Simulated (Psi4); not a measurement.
**SbCl2 (SMILES [Cl][Sb][Cl]): levels of theory compared**

Wanted: a comparison of 6 runs (UHF/def2-SVP, UBOP/STO-3G, UPBE0/STO-6G, UBP86/def2-SVP, UM06-2X/def2-TZVP, UCCSD(T)/def2-SVP) of SbCl2. 

The results are computed with Psi4 1.11.

1 further run of the same task is left out (set aside as unsound or not needed).

## 1. The structure to begin with

The species is SbCl2 (3 atoms), meant as a doublet with charge 0. As SMILES, `[Cl][Sb][Cl]`. The shape is that of a PBE0-D4/def2-TZVP optimisation.

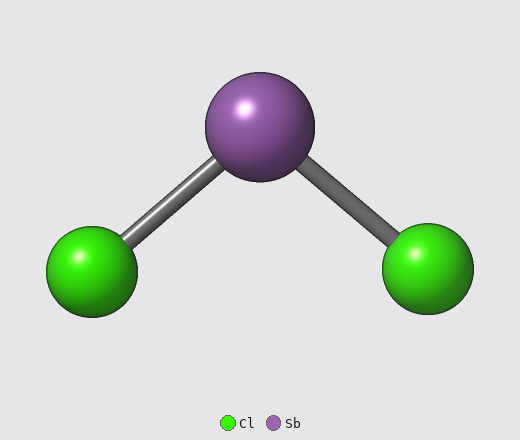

Viewed from a chosen angle; chlorine green, antimony purple.

## 2. Energy and forces at UHF/def2-SVP (core potential) (run 1)

File cl2sb.in:

```
memory 1600 mb

molecule {
  0 2
  Cl     1.049100     1.312300     0.708100
  Sb    -0.817500     0.443300    -0.396700
  Cl    -0.242500    -1.820400    -0.324700
  units angstrom
  symmetry c1
  no_reorient
  no_com
}

set basis def2-SVP
set reference uhf
set puream true
set e_convergence 1e-09
set d_convergence 1e-08
set scf_type pk
set maxiter 200

gradient("hf")
```

The run is started by

```console
$ psi4 -n 1 cl2sb.in cl2sb.out
```

cl2sb.out:

```text
[...]
  Running in c1 symmetry.
[...]
  Nuclear repulsion =  220.268165567323024
[...]
  Multiplicity = 2
[...]
  Nalpha       = 29
  Nbeta        = 28
[...]
    Number of basis functions: 62
[...]
   @UHF iter   1: -1157.99202270074829   -2.17953e+00   3.94531e-03 ADIIS/DIIS
[...]
   @UHF iter  15: -1158.03448722844792   -2.27374e-12   4.97107e-09 DIIS
[...]
   @S^2 Observed:                7.639720156E-01
[...]
  @UHF Final Energy: -1158.03448722844792
   => Energetics <=
    Nuclear Repulsion Energy =            220.2681655673230239
    One-Electron Energy =               -2129.2299292442362457
    Two-Electron Energy =                 750.9272764484652498
    Total Energy =                      -1158.0344872284481426
  UHF NO Occupations:
  HONO-2 :   27  A 1.9996897
  HONO-1 :   28  A 1.9938915
[...]
 Multipole Moments:
 ------------------------------------------------------------------------------------
     Multipole            Electronic (a.u.)      Nuclear  (a.u.)        Total (a.u.)
 ------------------------------------------------------------------------------------
 L = 1.  Multiply by 2.5417464519 to convert [e a0] to [Debye]
 Dipole X            :          8.6357709           -9.6192729           -0.9835020
 Dipole Y            :         -2.3826887            2.9445712            0.5618826
 Dipole Z            :          4.4511746           -4.9251932           -0.4740186
 Magnitude           :                                                    1.2278770
[...]
  -Total Gradient:
     Atom            X                  Y                   Z
    ------   -----------------  -----------------  -----------------
       1       -0.008961612029    -0.004239220076    -0.005311276264
       2        0.011673987268    -0.006656944805     0.005627811680
       3       -0.002712375240     0.010896164879    -0.000316535417
[...]
```

Wall time 5.1 s (1 thread of Intel Xeon Platinum 8259CL at 2.50GHz (Skylake/Cascade Lake), shared host); peak memory 0.21 GiB.

## 3. Energy and one-electron properties at UBOP/STO-3G (run 2)

File calc.py:

```python
import psi4

psi4.set_memory('1600 MB')
psi4.set_num_threads(1)
psi4.set_output_file('output.dat', False)

molecule = psi4.geometry("""
0 2
Cl     1.049100     1.312300     0.708100
Sb    -0.817500     0.443300    -0.396700
Cl    -0.242500    -1.820400    -0.324700
symmetry c1
""")

psi4.set_options({
    'reference': 'uks',
    'scf_type': 'pk',
})

result, w = psi4.energy('bop/STO-3G', return_wfn=True)
psi4.oeprop(w, 'MULTIPOLE(3)', 'MULLIKEN_CHARGES', 'QUADRUPOLE', 'NO_OCCUPATIONS', 'MAYER_INDICES', title='BOP')
print('E =', round(result, 9))
for k, v in sorted(psi4.core.scalar_variables().items()):
    print(f'{k:45s} {v:18.10f}')
```

The run is started by

```console
$ python calc.py
```

output.dat:

```text
[...]
  Running in c1 symmetry.
[...]
  Nuclear repulsion =  435.863840376089342
[...]
  Multiplicity = 2
[...]
  Nalpha       = 43
  Nbeta        = 42
[...]
    Number of basis functions: 45
[...]
   @UKS iter   1: -7163.49303725892969   -1.88026e+00   5.80395e-03 ADIIS/DIIS
[...]
   @UKS iter   6: -7163.54711381270590   -8.42138e-07   6.42744e-07 DIIS
[...]
   @S^2 Observed:                7.507156869E-01
[...]
  @UKS Final Energy: -7163.54711381270590
   => Energetics <=
    Nuclear Repulsion Energy =            435.8638403760893425
    One-Electron Energy =              -10761.1255388732715801
    Two-Electron Energy =                3384.2522672930354020
    DFT Exchange-Correlation Energy =    -222.5376826085586686
    Empirical Dispersion Energy =           0.0000000000000000
    VV10 Nonlocal Energy =                  0.0000000000000000
    Total Energy =                      -7163.5471138127059021
[...]
 Multipole Moments:
 ------------------------------------------------------------------------------------
     Multipole            Electronic (a.u.)      Nuclear  (a.u.)        Total (a.u.)
 ------------------------------------------------------------------------------------
 L = 1.  Multiply by 2.5417464519 to convert [e a0] to [Debye]
 Dipole X            :         -8.0283968            7.2904454           -0.7379514
 Dipole Y            :          4.1535583           -3.7720557            0.3815026
 Dipole Z            :          0.0000000            0.0000000            0.0000000
 Magnitude           :                                                    0.8307325
 L = 2.  Multiply by 1.3450342976 to convert [e a0^2] to [Debye ang]
 Quadrupole XX       :       -252.6369649          214.5406754          -38.0962895
 Quadrupole XY       :        -87.1576731           86.0687898           -1.0888833
[...]
```

The script printed:

```text
E = -7163.547113813
CURRENT ENERGY                                  -7163.5471138127
CURRENT REFERENCE ENERGY                        -7163.5471138127
DD SOLVATION ENERGY                                 0.0000000000
DFT FUNCTIONAL TOTAL ENERGY                     -7163.5471138127
DFT TOTAL ENERGY                                -7163.5471138127
DFT VV10 ENERGY                                     0.0000000000
DFT XC ENERGY                                    -222.5376826086
GRID ELECTRONS ALPHA                               42.9999900032
GRID ELECTRONS BETA                                41.9999886773
GRID ELECTRONS TOTAL                               84.9999786805
NUCLEAR REPULSION ENERGY                          435.8638403761
ONE-ELECTRON ENERGY                            -10761.1255388733
PCM POLARIZATION ENERGY                             0.0000000000
PE ENERGY                                           0.0000000000
SCF ITERATION ENERGY                            -7163.5471138127
SCF ITERATIONS                                      6.0000000000
SCF TOTAL ENERGY                                -7163.5471138127
TWO-ELECTRON ENERGY                              3384.2522672930
XC GRID RADIAL POINTS                              75.0000000000
XC GRID SPHERICAL POINTS                          302.0000000000
XC GRID TOTAL POINTS                            58711.0000000000
```

It took 3.3 s on 1 thread of Intel Xeon Platinum 8259CL at 2.50GHz (Skylake/Cascade Lake), shared host; peak memory 0.24 GiB.

Atomic charges (e):

| atom | Mulliken |
| --- | --- |
| Cl1 | -0.283 |
| Sb2 | +0.566 |
| Cl3 | -0.283 |

## 4. The response to a field at UPBE0/STO-6G (run 3)

File cl2sb.inp:

```
memory 1600 MB

molecule geom {
  0 2
  Cl
  Sb 1 r2
  Cl 2 r3 1 a3

  r2 = 2.336651
  r3 = 2.336696
  a3 = 98.57713
  units angstrom
  no_reorient
  no_com
}

set basis STO-6G
set reference uks
set scf_type pk

energy_value, wavefunction = properties('pbe0', properties=['dipole_polarizabilities'], return_wfn=True)
```

The run is started by

```console
$ psi4 -i cl2sb.inp -o cl2sb.out -n 1
```

cl2sb.out:

```text
[...]
  Running in cs symmetry.
[...]
  Nuclear repulsion =  435.863845174956737
[...]
  Multiplicity = 2
[...]
  Nalpha       = 43
  Nbeta        = 42
[...]
    Number of basis functions: 45
[...]
   @UKS iter   1: -7202.56517650759633   -2.09443e+00   7.56420e-03 DIIS/ADIIS
[...]
   @UKS iter   7: -7202.62366788678719   -1.76924e-08   4.59597e-07 DIIS
[...]
   @S^2 Observed:                7.518471408E-01
[...]
  @UKS Final Energy: -7202.62366788678719
   => Energetics <=
    Nuclear Repulsion Energy =            435.8638451749567366
    One-Electron Energy =              -10812.2800825021950004
    Two-Electron Energy =                3342.4529370446243774
    DFT Exchange-Correlation Energy =    -168.6603676041742972
    Empirical Dispersion Energy =           0.0000000000000000
    VV10 Nonlocal Energy =                  0.0000000000000000
    Total Energy =                      -7202.6236678867871888
[...]
 Multipole Moments:
 ------------------------------------------------------------------------------------
     Multipole            Electronic (a.u.)      Nuclear  (a.u.)        Total (a.u.)
 ------------------------------------------------------------------------------------
 L = 1.  Multiply by 2.5417464519 to convert [e a0] to [Debye]
 Dipole X            :         -6.8474718            6.2221154           -0.6253564
 Dipole Y            :         -5.8918842            5.3539033           -0.5379809
 Dipole Z            :          0.0000000            0.0000000            0.0000000
 Magnitude           :                                                    0.8249207
[...]
```

Wall time 13 s (1 thread of Intel Xeon Platinum 8259CL at 2.50GHz (Skylake/Cascade Lake), shared host); peak memory 0.26 GiB.

Runs 4 to 5 aren't shown in full; the table further down has their settings and results.

## 5. The energy at UCCSD(T)/def2-SVP (core potential) (run 6)

File job.json:

```json
{
  "schema_name": "qcschema_input",
  "schema_version": 1,
  "molecule": {
    "schema_name": "qcschema_molecule",
    "schema_version": 2,
    "symbols": ["Cl", "Sb", "Cl"],
    "geometry": [1.98251168, 2.47988759, 1.33811507, -1.54485111, 0.83771559, -0.74965435, -0.45825859, -3.44005744, -0.61359407],
    "molecular_charge": 0,
    "molecular_multiplicity": 2,
    "fix_symmetry": "c1"
  },
  "driver": "energy",
  "model": {
    "method": "ccsd(t)",
    "basis": "def2-SVP"
  },
  "keywords": {
    "reference": "uhf",
    "puream": true,
    "e_convergence": 1e-09,
    "d_convergence": 1e-08,
    "scf_type": "pk",
    "num_frozen_docc": 14,
    "maxiter": 200
  }
}
```

The run is started by

```console
$ psi4 --qcschema job.json -n 1 --memory 1600MB
```

stdout:

```text
[...]
    !!!  WARNING: ECP capability is in beta. Please check occupations closely.  !!!
[...]
  Running in c1 symmetry.
[...]
  Nuclear repulsion =  220.268165577487679
[...]
  Multiplicity = 2
[...]
  Nalpha       = 29
  Nbeta        = 28
[...]
    Number of basis functions: 62
[...]
   @UHF iter   1: -1157.99469685495274   -2.14364e+00   3.82398e-03 DIIS/ADIIS
[...]
   @UHF iter  14: -1158.03448722844814   -1.36424e-12   5.59556e-09 DIIS
[...]
   @S^2 Observed:                7.639720222E-01
[...]
  @UHF Final Energy: -1158.03448722844814
   => Energetics <=
    Nuclear Repulsion Energy =            220.2681655774876788
    One-Electron Energy =               -2129.2299305613792058
    Two-Electron Energy =                 750.9272777554435834
    Total Energy =                      -1158.0344872284479152
  UHF NO Occupations:
  HONO-2 :   27  A 1.9996897
  HONO-1 :   28  A 1.9938915
[...]
 Multipole Moments:
 ------------------------------------------------------------------------------------
     Multipole            Electronic (a.u.)      Nuclear  (a.u.)        Total (a.u.)
 ------------------------------------------------------------------------------------
 L = 1.  Multiply by 2.5417464519 to convert [e a0] to [Debye]
 Dipole X            :        -34.6291384           33.5386206           -1.0905178
 Dipole Y            :         17.9171029          -17.3527868            0.5643161
 Dipole Z            :         -0.0000001            0.0000000           -0.0000001
 Magnitude           :                                                    1.2278769
[...]
      * MP2 total energy                      = -1158.386956337341189
[...]
      * CCSD total energy                     = -1158.419553320993828
[...]
      * CCSD(T) total energy                     = -1158.429403683911005
[...]
```

The result, in JSON:

```text
{
 "driver": "energy",
 "model": {
  "method": "ccsd(t)",
  "basis": "def2-SVP"
 },
 "success": true,
 "return_result": -1158.429403683911,
 "properties": {
  "calcinfo_nbasis": 62,
  "calcinfo_nmo": 62,
  "calcinfo_nalpha": 29,
  "calcinfo_nbeta": 28,
  "calcinfo_natom": 3,
  "nuclear_repulsion_energy": 220.26816557748768,
  "return_energy": -1158.429403683911,
  "scf_one_electron_energy": -2129.229930561379,
  "scf_two_electron_energy": 750.9272777554436,
  "scf_dipole_moment": [-1.0905177926576783, 0.5643161117179645, -5.5982607425121915e-08],
  "scf_total_energy": -1158.0344872284481,
  "scf_iterations": 14,
  "mp2_same_spin_correlation_energy": -0.09697085005590197,
  "mp2_opposite_spin_correlation_energy": -0.25549825883414057,
  "mp2_singles_energy": -2.6657336784699557e-28,
  "mp2_doubles_energy": -0.35246910889004257,
  "mp2_correlation_energy": -0.35246910889004257,
  "mp2_total_energy": -1158.3869563373412,
  "ccsd_same_spin_correlation_energy": -0.09355492149650661,
  "ccsd_opposite_spin_correlation_energy": -0.29151117104616703,
  "ccsd_singles_energy": -1.7949306811042796e-17,
  "ccsd_doubles_energy": -0.38506609254267365,
  "ccsd_correlation_energy": -0.38506609254267365,
  "ccsd_total_energy": -1158.4195533209938,
  "ccsd_iterations": 17,
  "ccsd_prt_pr_correlation_energy": -0.3949164554599372,
  "ccsd_prt_pr_total_energy": -1158.429403683911
 }
}
```

Wall time 29 s (1 thread of Intel Xeon Platinum 8259CL at 2.50GHz (Skylake/Cascade Lake), shared host); peak memory 0.26 GiB.

## 6. All runs side by side

| run | level | task | core potential | energy (Eh) | dipole moment (D) | HOMO energy (eV) | LUMO energy (eV) | wall time |
| --- | --- | --- | --- | --- | --- | --- | --- | --- |
| 1 | UHF/def2-SVP (core potential) | gradient | def2 | -1158.034487 | 3.12 | -8.95 | 0.12 | 5.1 s |
| 2 | UBOP/STO-3G | properties | none | -7163.547114 | 2.11 | -2.94 | -1.94 | 3.3 s |
| 3 | UPBE0/STO-6G | polarizability | none | -7202.623668 | 2.10 | -4.72 | -1.58 | 13 s |
| 4 | UBP86/def2-SVP (core potential) | gradient | def2 | -1160.632682 | 2.34 | -5.05 | -4.06 | 11 s |
| 5 | UM06-2X/def2-TZVP (core potential) | gradient | def2 | -1160.644933 | 2.78 | -7.45 | -2.39 | 72 s |
| 6 | UCCSD(T)/def2-SVP (core potential) | energy | def2 | -1158.429404 | – | -8.95 | 0.12 | 29 s |

## 7. What came out

| quantity | value |
| --- | --- |
| run 6: total energy | -1158.42940 Eh |
| run 6: HOMO energy (Hartree–Fock orbitals) (highest over α and β) | -8.95 eV |
| run 6: LUMO energy (Hartree–Fock orbitals) (lowest over α and β) | 0.12 eV |
| run 6: correlation energy (14 core orbitals frozen) | -394.9 mEh |
| run 6: (T) correction | -9.85 mEh |
| run 6: ⟨S²⟩ of the reference determinant | 0.764 |
| run 6: T1 diagnostic | 0.018 |

Over runs 1, 2, 3, 4, 5 the dipole moment (its size) runs from 2.10 D (UPBE0/STO-6G) to 3.12 D (UHF/def2-SVP). The two ends differ in method and basis and core potential. Totals of different functionals can't be ranked against each other. Some runs of one species differ in core potentials or relativity; totals across that change don't compare. In runs 2, 3 the basis is minimal, so the values are rough. In runs 2, 3 relativity is left out where basis or elements ask for it. All runs together took 2.2 min, the longest 72 s.
